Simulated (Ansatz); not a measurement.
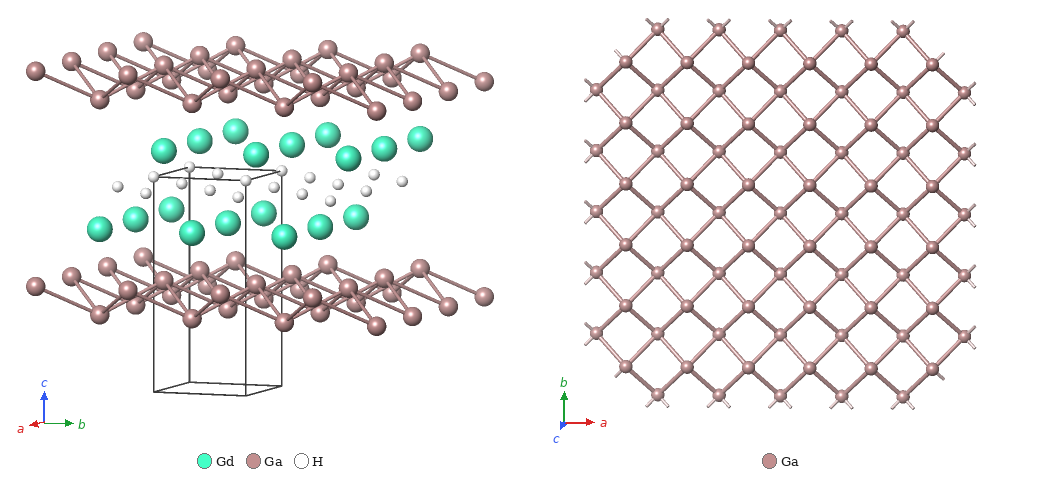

Left: the structure. Right: its underlying net. Nodes are coloured by element. One layer is drawn. Short stubs are edges that leave the cut-out.

GdGaH (space group P4/nmm, No. 129): coordinates from a relaxation with DFT PBE, scalar-relativistic, plane waves, PAW in Ansatz 0.2.0; the starting structure was generated, so it need not be a known form of this composition.

Bonds are taken as Ga–Ga below 3.2 Å; Gd is left out of the net, as the electropositive filling of the structure; no other contact counts. Simplification: prune 0- and 1-connected atoms, fold 2-connected ones into links.

The result is a uninodal 4-connected, two-periodic (layers) net: Ga is a 4-connected node. H drops out. It is the sql net, known from the square lattice. The layers lie parallel to (001).

```tsv
node	links	point symbol	coordination sequence
Ga	4	4⁴·6²	4 8 12 16 20
```
